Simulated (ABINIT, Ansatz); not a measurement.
# A GW chain in ABINIT: CsLiMoO4 (F-43m), part 2 of 3

Aim: the G0W0 gap of CsLiMoO4 (F-43m) on LDA, step by step.

ABINIT 10.8.3; LDA and many-body steps on it, plane waves. Known limits of the many-body steps: not at the basis limit; no spin-orbit coupling; coarse k mesh.

So far. Step 2 (Ground state): The gap is indirect, with the least direct gap 0.06 eV higher.

**3. Bands along the symmetry lines**

Level of this step: DFT, LDA, plane waves, norm-conserving pseudopotentials (ABINIT).

Levels along a band path, at the cheap level, show where the edges lie and whether the meshes to come will hold them.

run.abi

```
acell 3*1.0 Angstrom
rprim 
  0.000000000000 4.196030970000 4.196030970000
  4.196030970000 -0.000000000000 4.196030970000
  4.196030970000 4.196030970000 0.000000000000
ntypat 4
znucl 55 3 42 8
natom 7
typat 1 2 3 4 4 4 4
xred 
  0.750000000000 0.750000000000 0.750000000000
  0.500000000000 0.500000000000 0.500000000000
  0.250000000000 0.250000000000 0.250000000000
  0.886367480000 0.371210840000 0.371210840000
  0.371210840000 0.371210840000 0.886367480000
  0.371210840000 0.886367480000 0.371210840000
  0.371210840000 0.371210840000 0.371210840000
pp_dirpath "pseudos"
pseudos "Cs.upf, Li.upf, Mo.upf, O.upf"
ecut 36
iscf -2
irdden 1
kptopt 0
nkpt 26
kpt 
  0.00000000 0.00000000 0.00000000
  -0.12500000 -0.12500000 0.00000000
  -0.25000000 -0.25000000 0.00000000
  -0.37500000 -0.37500000 0.00000000
  -0.50000000 -0.50000000 0.00000000
  -0.46875000 -0.46875000 0.06250000
  -0.43750000 -0.43750000 0.12500000
  -0.40625000 -0.40625000 0.18750000
  -0.37500000 -0.37500000 0.25000000
  -0.37500000 0.00000000 0.37500000
  -0.28125000 0.00000000 0.28125000
  -0.18750000 0.00000000 0.18750000
  -0.09375000 0.00000000 0.09375000
  0.00000000 0.00000000 0.00000000
  0.00000000 0.00000000 0.12500000
  0.00000000 0.00000000 0.25000000
  0.00000000 0.00000000 0.37500000
  -0.00000000 -0.00000000 0.50000000
  -0.12500000 -0.06250000 0.43750000
  -0.25000000 -0.12500000 0.37500000
  -0.37500000 -0.18750000 0.31250000
  -0.50000000 -0.25000000 0.25000000
  -0.50000000 -0.31250000 0.18750000
  -0.50000000 -0.37500000 0.12500000
  -0.50000000 -0.43750000 0.06250000
  -0.50000000 -0.50000000 0.00000000
istwfk *1
nband 32
nbdbuf 2
tolwfr 1e-08
nstep 40
prtwf 0
prtvol 0
indata_prefix "in"
outdata_prefix "out"
tmpdata_prefix "tmp"
```

Started as:

```sh
OMP_NUM_THREADS=1 mpirun -n 4 abinit run.abi > log
```

Numbers of over 12 decimals in the logs are rounded to 6 here.

The log of the run:

```text
.Version 10.8.3 of ABINIT. v10.8.2 released Aug 2026.

 Symmetries : space group F-4 3 m (#216); Bravais cF (face-center cubic)
[... echo of the input left out ...]
== DATASET  1 ==================================================================
-   mpi_nproc: 4, omp_nthreads: 1 (-1 if OMP is not activated)

--- !DatasetInfo
iteration_state: {dtset: 1, }
dimensions: {natom: 7, nkpt: 26, mband: 32, nsppol: 1, nspinor: 1, nspden: 1, mpw: 10326, }
cutoff_energies: {ecut:  36.0, pawecutdg:  -1.0, }
electrons: {nelect:   5.00000000E+01, charge:   0.00000000E+00, occopt:   1.00000000E+00, tsmear:   1.00000000E-02, }

 Real(R)+Recip(G) space primitive vectors, cartesian coordinates (Bohr,Bohr^-1):
 R(1)=  0.0000000  7.9293493  7.9293493  G(1)= -0.0630569  0.0630569  0.0630569
 R(2)=  7.9293493  0.0000000  7.9293493  G(2)=  0.0630569 -0.0630569  0.0630569
 R(3)=  7.9293493  7.9293493  0.0000000  G(3)=  0.0630569  0.0630569 -0.0630569
 Unit cell volume ucvol=  9.9710904E+02 bohr^3
 Angles (23,13,12)=  6.00000000E+01  6.00000000E+01  6.00000000E+01 degrees

 getcut: wavevector=  0.0000  0.0000  0.0000  ngfft=  64  64  64
         ecut(hartree)=     36.000   => boxcut(ratio)=   2.11306

--- Pseudopotential description ------------------------------------------------
- Cs Generated using ONCVPSP code by D. R. Hamann
- 55.00000   9.00000  201201                  znucl, zion, pspdat
12 -1012 3 -1 2328                            pspcod,pspxc,lmax,lloc,mmax
     nproj     2     2     2     2
  pspatm : epsatm=   21.68725381
         --- l  ekb(1:nproj) -->
             0    6.247599    0.778427
             1    6.343167    0.797067
             2    3.778962    0.917083
[...]
pspatm: atomic psp has been read  and splines computed

- Li Generated using ONCVPSP code by D. R. Hamann
-  3.00000   3.00000  180309                  znucl, zion, pspdat
12 -1012 1 -1 1944                            pspcod,pspxc,lmax,lloc,mmax
     nproj     2     2     0     0
  pspatm : epsatm=    2.61415252
         --- l  ekb(1:nproj) -->
[...]
pspatm: atomic psp has been read  and splines computed

- Mo Generated using ONCVPSP code by D. R. Hamann
- 42.00000  14.00000  180309                  znucl, zion, pspdat
12 -1012 2 -1 1602                            pspcod,pspxc,lmax,lloc,mmax
     nproj     2     2     2     0
  pspatm : epsatm=   15.87300509
         --- l  ekb(1:nproj) -->
[...]
pspatm: atomic psp has been read  and splines computed

- O Generated using ONCVPSP code by D. R. Hamann
-  8.00000   6.00000  201201                  znucl, zion, pspdat
12 -1012 2 -1 926                             pspcod,pspxc,lmax,lloc,mmax
     nproj     2     2     1     0
  pspatm : epsatm=    6.27558587
         --- l  ekb(1:nproj) -->
[...]
2   -1.033686
 pspatm: atomic psp has been read  and splines computed

[...]
-6.5856E-02 -4.4923E-02 -2.0733E-02 -2.0733E-02 -1.9962E-02 -1.4976E-02
 -1.4976E-02  1.6108E-01  1.8436E-01  2.1688E-01  2.3407E-01  2.3407E-01
  2.3717E-01  2.6625E-01

--- !ResultsGS
iteration_state: {dtset: 1, }
comment   : Summary of ground state results
lattice_vectors:
- [  0.0000000,   7.9293493,   7.9293493, ]
- [  7.9293493,  -0.0000000,   7.9293493, ]
- [  7.9293493,   7.9293493,   0.0000000, ]
lattice_lengths: [  11.21379,   11.21379,   11.21379, ]
lattice_angles: [ 60.000,  60.000,  60.000, ] # degrees, (23, 13, 12)
lattice_volume:   9.9710904E+02
convergence: {deltae:  0.000E+00, res2:  0.000E+00, residm:  9.996E-09, diffor:  0.000E+00, }
etotal    :  -1.67184757E+02
entropy   :   0.00000000E+00
fermie    :  -1.82688376E-03
cartesian_stress_tensor: null
pressure_GPa: null
xred      :
- [  7.5000E-01,   7.5000E-01,   7.5000E-01, Cs]
- [  5.0000E-01,   5.0000E-01,   5.0000E-01, Li]
- [  2.5000E-01,   2.5000E-01,   2.5000E-01, Mo]
- [  8.8637E-01,   3.7121E-01,   3.7121E-01,  O]
- [  3.7121E-01,   3.7121E-01,   8.8637E-01,  O]
- [  3.7121E-01,   8.8637E-01,   3.7121E-01,  O]
- [  3.7121E-01,   3.7121E-01,   3.7121E-01,  O]
cartesian_forces: null
force_length_stats: {min: null, max: null, mean: null, }

 Integrated electronic density in atomic spheres:
 ------------------------------------------------
 Atom  Sphere_radius  Integrated_density
[...]
================================================================================

 ----iterations are completed or convergence reached----

 Mean square residual over all n,k,spin=   69.155E-10; max=  99.959E-10
 reduced coordinates (array xred) for    7 atoms
[...]
0.371210840000      0.886367480000      0.371210840000
       0.371210840000      0.371210840000      0.371210840000

 cartesian coordinates (angstrom) at end:
    1      6.294046     6.294046     6.294046
    2      4.196031     4.196031     4.196031
    3      2.098015     2.098015     2.098015
    4      3.115224     5.276838     5.276838
    5      5.276838     5.276838     3.115224
    6      5.276838     3.115224     5.276838
    7      3.115224     3.115224     3.115224
 length scales=  1.889726125908  1.889726125908  1.889726125908 bohr
              =  1.000000000000  1.000000000000  1.000000000000 angstroms
 prteigrs : about to open file out_EIG
 Eigenvalues (hartree) for nkpt=  26  k points:
 kpt#   1, nband= 32, wtk=  1.00000, kpt=  0.0000  0.0000  0.0000 (reduced coord)
[...]
kpt#   2, nband= 32, wtk=  1.00000, kpt= -0.1250 -0.1250  0.0000 (reduced coord)
[...]
kpt#   3, nband= 32, wtk=  1.00000, kpt= -0.2500 -0.2500  0.0000 (reduced coord)
[...]
kpt#  25, nband= 32, wtk=  1.00000, kpt= -0.5000 -0.4375  0.0625 (reduced coord)
[...]
kpt#  26, nband= 32, wtk=  1.00000, kpt= -0.5000 -0.5000  0.0000 (reduced coord)
[...]
-0.11924   -0.10872   -0.06586   -0.04492   -0.02073   -0.02073   -0.01996   -0.01498
  -0.01498    0.16108    0.18436    0.21688    0.23407    0.23407    0.23717    0.26625

== END DATASET(S) ==============================================================
================================================================================

 -outvars: echo values of variables after computation  --------
            nband          32
             nkpt          26
          spgroup         216
 [... the other variables as echoed above ...]

 Calculation completed.
```

Elapsed: 78 s, on 4 MPI ranks of Arm Neoverse V1, shared host; peak memory 0.49 GiB.

Numbers from this step:

- gap: 4.433 eV
- k of the valence top: 0, 0, 0.5
- k of the conduction bottom: -0.5, -0.5, 0
- least direct gap: 4.493 eV

The gap is 4.433 eV, as in the run before at this level.

The electronic bands at the labelled points (eV, zero at the top of the highest filled band):

```csv
point,band 22,band 23,band 24,band 25,band 26,band 27,band 28,band 29
Γ,-1.29,0.00,0.00,0.00,4.49,4.63,4.63,6.74
X,-0.51,-0.49,-0.36,-0.36,4.43,5.07,5.95,6.42
U,-0.64,-0.38,-0.34,-0.27,4.56,4.98,5.85,6.43
jump to K,-0.64,-0.38,-0.34,-0.27,4.56,4.98,5.85,6.43
Γ,-1.29,0.00,0.00,0.00,4.49,4.63,4.63,6.74
L,-0.85,-0.48,-0.48,0.00,4.81,4.81,5.75,6.48
W,-0.59,-0.38,-0.32,-0.31,4.57,4.97,5.83,6.47
X,-0.51,-0.49,-0.36,-0.36,4.43,5.07,5.95,6.42
```

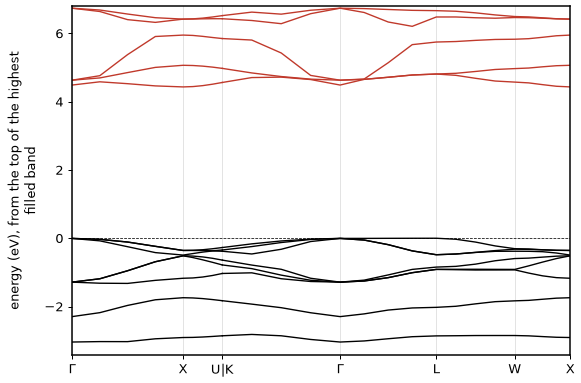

Electronic bands along the path; lines of filled and empty bands in two colours.

**4. Empty states on the mesh, 2×2×2 mesh, 105 bands**

The sums over transitions need many empty states on a uniform mesh; this step solves for them.

run.abi

```
acell 3*1.0 Angstrom
rprim 
  0.000000000000 4.196030970000 4.196030970000
  4.196030970000 -0.000000000000 4.196030970000
  4.196030970000 4.196030970000 0.000000000000
ntypat 4
znucl 55 3 42 8
natom 7
typat 1 2 3 4 4 4 4
xred 
  0.750000000000 0.750000000000 0.750000000000
  0.500000000000 0.500000000000 0.500000000000
  0.250000000000 0.250000000000 0.250000000000
  0.886367480000 0.371210840000 0.371210840000
  0.371210840000 0.371210840000 0.886367480000
  0.371210840000 0.886367480000 0.371210840000
  0.371210840000 0.371210840000 0.371210840000
pp_dirpath "pseudos"
pseudos "Cs.upf, Li.upf, Mo.upf, O.upf"
ecut 36
ngkpt 2 2 2
nshiftk 1
shiftk 0 0 0
kptopt 1
chksymbreak 0
iscf -2
irdden 1
istwfk *1
nband 105
nbdbuf 8
tolwfr 1e-09
nstep 60
prtvol 0
indata_prefix "in"
outdata_prefix "out"
tmpdata_prefix "tmp"
```

The log of the run:

```text
.Version 10.8.3 of ABINIT. v10.8.2 released Aug 2026.

 Symmetries : space group F-4 3 m (#216); Bravais cF (face-center cubic)
[... echo of the input left out ...]
== DATASET  1 ==================================================================
-   mpi_nproc: 4, omp_nthreads: 1 (-1 if OMP is not activated)
-    --> not optimal distribution: autoparal keyword recommended in input file <--

--- !DatasetInfo
iteration_state: {dtset: 1, }
dimensions: {natom: 7, nkpt: 3, mband: 105, nsppol: 1, nspinor: 1, nspden: 1, mpw: 10326, }
cutoff_energies: {ecut:  36.0, pawecutdg:  -1.0, }
electrons: {nelect:   5.00000000E+01, charge:   0.00000000E+00, occopt:   1.00000000E+00, tsmear:   1.00000000E-02, }

 Real(R)+Recip(G) space primitive vectors, cartesian coordinates (Bohr,Bohr^-1):
 R(1)=  0.0000000  7.9293493  7.9293493  G(1)= -0.0630569  0.0630569  0.0630569
 R(2)=  7.9293493  0.0000000  7.9293493  G(2)=  0.0630569 -0.0630569  0.0630569
 R(3)=  7.9293493  7.9293493  0.0000000  G(3)=  0.0630569  0.0630569 -0.0630569
 Unit cell volume ucvol=  9.9710904E+02 bohr^3
 Angles (23,13,12)=  6.00000000E+01  6.00000000E+01  6.00000000E+01 degrees

 getcut: wavevector=  0.0000  0.0000  0.0000  ngfft=  64  64  64
         ecut(hartree)=     36.000   => boxcut(ratio)=   2.11306

--- Pseudopotential description ------------------------------------------------
- Cs Generated using ONCVPSP code by D. R. Hamann
- 55.00000   9.00000  201201                  znucl, zion, pspdat
12 -1012 3 -1 2328                            pspcod,pspxc,lmax,lloc,mmax
     nproj     2     2     2     2
  pspatm : epsatm=   21.68725381
         --- l  ekb(1:nproj) -->
             0    6.247599    0.778427
             1    6.343167    0.797067
             2    3.778962    0.917083
[...]
pspatm: atomic psp has been read  and splines computed

- Li Generated using ONCVPSP code by D. R. Hamann
-  3.00000   3.00000  180309                  znucl, zion, pspdat
12 -1012 1 -1 1944                            pspcod,pspxc,lmax,lloc,mmax
     nproj     2     2     0     0
  pspatm : epsatm=    2.61415252
         --- l  ekb(1:nproj) -->
[...]
pspatm: atomic psp has been read  and splines computed

- Mo Generated using ONCVPSP code by D. R. Hamann
- 42.00000  14.00000  180309                  znucl, zion, pspdat
12 -1012 2 -1 1602                            pspcod,pspxc,lmax,lloc,mmax
     nproj     2     2     2     0
  pspatm : epsatm=   15.87300509
         --- l  ekb(1:nproj) -->
[...]
pspatm: atomic psp has been read  and splines computed

- O Generated using ONCVPSP code by D. R. Hamann
-  8.00000   6.00000  201201                  znucl, zion, pspdat
12 -1012 2 -1 926                             pspcod,pspxc,lmax,lloc,mmax
     nproj     2     2     1     0
  pspatm : epsatm=    6.27558587
         --- l  ekb(1:nproj) -->
[...]
6.52E-10  8.56E-10  1.71E-10  1.35E-10  2.94E-10  9.51E-10  3.17E-10  6.26E-10
[...]
7.46E-05
 -2.2098E+00 -1.4834E+00 -1.2697E+00 -1.2697E+00 -1.2697E+00 -7.0328E-01
 -5.7475E-01 -5.5544E-01 -5.5544E-01 -5.5544E-01 -2.1704E-01 -2.1704E-01
 -2.1704E-01 -1.1699E-01 -1.1699E-01 -1.1357E-01 -1.1357E-01 -1.1357E-01
[...]
1.1446E+00  1.1513E+00  1.1513E+00  1.1513E+00  1.1918E+00  1.1981E+00
  1.1981E+00  1.2359E+00  1.2359E+00  1.2359E+00  1.2872E+00  1.2872E+00
[...]
prteigrs : prtvol=0 or 1, do not print more k-points.

--- !ResultsGS
iteration_state: {dtset: 1, }
comment   : Summary of ground state results
lattice_vectors:
- [  0.0000000,   7.9293493,   7.9293493, ]
- [  7.9293493,  -0.0000000,   7.9293493, ]
- [  7.9293493,   7.9293493,   0.0000000, ]
lattice_lengths: [  11.21379,   11.21379,   11.21379, ]
lattice_angles: [ 60.000,  60.000,  60.000, ] # degrees, (23, 13, 12)
lattice_volume:   9.9710904E+02
convergence: {deltae:  0.000E+00, res2:  0.000E+00, residm:  9.969E-10, diffor:  0.000E+00, }
etotal    :  -1.67184757E+02
entropy   :   0.00000000E+00
fermie    :  -1.82688376E-03
cartesian_stress_tensor: null
pressure_GPa: null
xred      :
- [  7.5000E-01,   7.5000E-01,   7.5000E-01, Cs]
- [  5.0000E-01,   5.0000E-01,   5.0000E-01, Li]
- [  2.5000E-01,   2.5000E-01,   2.5000E-01, Mo]
- [  8.8637E-01,   3.7121E-01,   3.7121E-01,  O]
- [  3.7121E-01,   3.7121E-01,   8.8637E-01,  O]
- [  3.7121E-01,   8.8637E-01,   3.7121E-01,  O]
- [  3.7121E-01,   3.7121E-01,   3.7121E-01,  O]
cartesian_forces: null
force_length_stats: {min: null, max: null, mean: null, }

 Integrated electronic density in atomic spheres:
 ------------------------------------------------
 Atom  Sphere_radius  Integrated_density
[...]
================================================================================

 ----iterations are completed or convergence reached----

 Mean square residual over all n,k,spin=   47.522E-11; max=  99.688E-11
 reduced coordinates (array xred) for    7 atoms
[...]
0.371210840000      0.886367480000      0.371210840000
       0.371210840000      0.371210840000      0.371210840000

 cartesian coordinates (angstrom) at end:
    1      6.294046     6.294046     6.294046
    2      4.196031     4.196031     4.196031
    3      2.098015     2.098015     2.098015
    4      3.115224     5.276838     5.276838
    5      5.276838     5.276838     3.115224
    6      5.276838     3.115224     5.276838
    7      3.115224     3.115224     3.115224
 length scales=  1.889726125908  1.889726125908  1.889726125908 bohr
              =  1.000000000000  1.000000000000  1.000000000000 angstroms
 prteigrs : about to open file out_EIG
 Eigenvalues (hartree) for nkpt=   3  k points:
 kpt#   1, nband=105, wtk=  0.12500, kpt=  0.0000  0.0000  0.0000 (reduced coord)
[...]
1.14459    1.14459    1.14459    1.15126    1.15126    1.15126    1.19180    1.19814
   1.19814    1.23585    1.23585    1.23585    1.28721    1.28721    1.28721    1.32358
   1.32364
 prteigrs : prtvol=0 or 1, do not print more k-points.

== END DATASET(S) ==============================================================
================================================================================

 -outvars: echo values of variables after computation  --------
            nband         105
             nkpt           3
          spgroup         216
 [... the other variables as echoed above ...]

 Calculation completed.
```

The job ended after 41 s (4 MPI ranks; peak memory 0.43 GiB; 2.7 min of CPU time).

Numbers from this step:

```yaml
gap: 4.433 eV
k_of_the_valence_top: 0.5, 0, 0
k_of_the_conduction_bottom: 0.5, 0.5, 0
least_direct_gap: 4.493 eV
k_points_computed: 3
lowest_point_of_the_top_converged_band_above_the_valence_top: 32.38 eV
```

On this mesh the gap is 4.433 eV.

**5. Screening, 2×2×2 mesh, 97 bands, screening to 98 eV**

The RPA dielectric matrix is built and inverted for each q.

This step: RPA screening on LDA, plane waves, norm-conserving pseudopotentials.

run.abi, as its differences from that of step 4:

```diff
@@ -25,10 +25,11 @@
 chksymbreak 0
-iscf -2
-irdden 1
 istwfk *1
-nband 105
-nbdbuf 8
-tolwfr 1e-09
-nstep 60
-prtvol 0
+occopt 1
+irdwfk 1
+optdriver 3
+nband 97
+ecuteps 3.6
+inclvkb 2
+awtr 1
+symchi 1
 indata_prefix "in"
```

The log of the run:

```text
.Version 10.8.3 of ABINIT. v10.8.2 released Aug 2026.

 Symmetries : space group F-4 3 m (#216); Bravais cF (face-center cubic)
[... echo of the input left out ...]
== DATASET  1 ==================================================================
-   mpi_nproc: 4, omp_nthreads: 1 (-1 if OMP is not activated)

--- !DatasetInfo
iteration_state: {dtset: 1, }
dimensions: {natom: 7, nkpt: 3, mband: 97, nsppol: 1, nspinor: 1, nspden: 1, mpw: 10326, }
cutoff_energies: {ecut:  36.0, pawecutdg:  -1.0, }
electrons: {nelect:   5.00000000E+01, charge:   0.00000000E+00, occopt:   1.00000000E+00, tsmear:   1.00000000E-02, }

 SCREENING: Calculation of the susceptibility and dielectric matrices

 Based on a program developped by R.W. Godby, V. Olevano, G. Onida, and L. Reining.
 Incorporated in ABINIT by V. Olevano, G.-M. Rignanese, and M. Torrent.
.Using double precision arithmetic ; gwpc =  8

[... cell and pseudopotentials left out ...]
--------------------------------------------------------------------------------

 ==== K-mesh for the wavefunctions ====
 Number of points in the irreducible wedge :     3
[... list of points left out ...]
 Together with 24 symmetry operations and time-reversal symmetry
 yields     8 points in the full Brillouin Zone.

 ==== Q-mesh for the screening function ====
 Number of points in the irreducible wedge :     3
[... list of points left out ...]
 Together with 24 symmetry operations and time-reversal symmetry
 yields     8 points in the full Brillouin Zone.

 setmesh: FFT mesh size selected  =    40x   40x   40
          total number of points  =        64000

 vcoul_init : cutoff-mode = AUXILIARY_FUNCTION
 q-points for optical limit:   1
     1)      0.000010    0.000020    0.000030

- screening: taking advantage of time-reversal symmetry
- Maximum band index for partially occupied states nbvw = 25
- Remaining bands to be divided among processors   nbcw = 72
- Number of bands treated by each node ~18

 Number of electrons calculated from density =   50.0000; Expected =   50.0000
 average of density, n =  0.050145
 r_s =    1.6823
 omega_plasma =   21.6008 [eV]

 calculating chi0 at frequencies [eV] :
  1    0.000000E+00    0.000000E+00
  2    0.000000E+00    2.160077E+01

--------------------------------------------------------------------------------
  q-point number  1        q = ( 0.000000, 0.000000, 0.000000) [r.l.u.]
--------------------------------------------------------------------------------
[... chi0 elements left out ...]
 For q-point:  0.000010 0.000020 0.000030
  dielectric constant =   2.4765
  dielectric constant without local fields =   3.3002

  Average fulfillment of the sum rule on Im[epsilon] for q-point    1 :     43.79  [%]
[... wings left out ...]
  q-point number  2        q = ( 0.500000, 0.000000, 0.000000) [r.l.u.]
--------------------------------------------------------------------------------
[... chi0 elements left out ...]
  Average fulfillment of the sum rule on Im[epsilon] for q-point    2 :     51.69  [%]

 [... 1 further q-points ...]
```

Wall time 22 s (4 MPI ranks); peak memory 1.5 GiB.

This step gave:

- ε∞ with local fields, on this mesh, along the program's q direction: 2.477
- the same without local fields: 3.300
- plasma frequency: 21.60 eV
- plane waves in the screening matrix: 331

Local fields lower ε∞ by 25 %. On a Γ-centred mesh this coarse the value itself is usually too large, while a short band sum pulls it down.

(Part 2 of 3 ends here.)

[Paths, hosts, dates, memory and timing lines, banners, echoed tables and standing remarks are left out of the program output.]

[Logs are printed without paths, hosts, clocks, repeated set-up lines and the standing remarks that a program may print on its own settings, such as how far it seeks lower states.]

[Runs of the session that timed out or met a known fault of the program may be left out.]

[Hosts, paths, dates, database ids (printed as entryN), source tags and the programs' standing remarks are cut or masked in the printed files.]

[G0W0 gaps are taken among the corrected bands and points alone; a level outside them can change the order at an edge.]

[Where Ansatz stands beside ABINIT at settings called matched, ABINIT's density can come from a denser mesh and the files from another edition; pairs whose starting gaps differed by over 0.03 eV were left out, so agreement reads better than it is.]
